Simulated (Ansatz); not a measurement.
Computed with PBE (plane waves to 420 eV, PAW; Ansatz, a program for electronic structure).

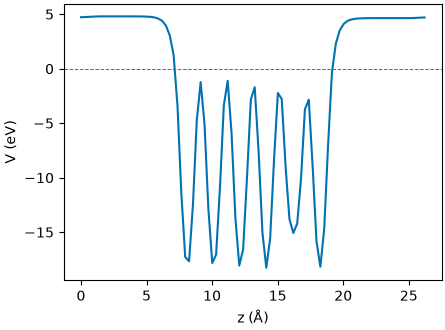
Figure: Planar average of the electrostatic potential across the slab, in eV from the Fermi level, for a constructed model of the (110) surface of bcc Fe, ferromagnetic, a layer of V in place of the second plane (bottom of the slab: a bare face, its two planes held)

Model: 6-atom slab, 10.3 Å thick at the start (thin: gaps and levels are the slab's own), 16x16x1 mesh, Fermi-Dirac 0.1 eV, dipole correction, 2 atoms held, the rest relaxed; symmetry of the start imposed; spin-polarised, ending with about 10.6 μB a cell; orders that need a larger cell were not tried, no spin-orbit, no U. It is one candidate, not shown to be the stable structure of the face.

The vacuum level lies 4.64 eV above the Fermi level over the top face and 4.80 eV above it under the bottom face.
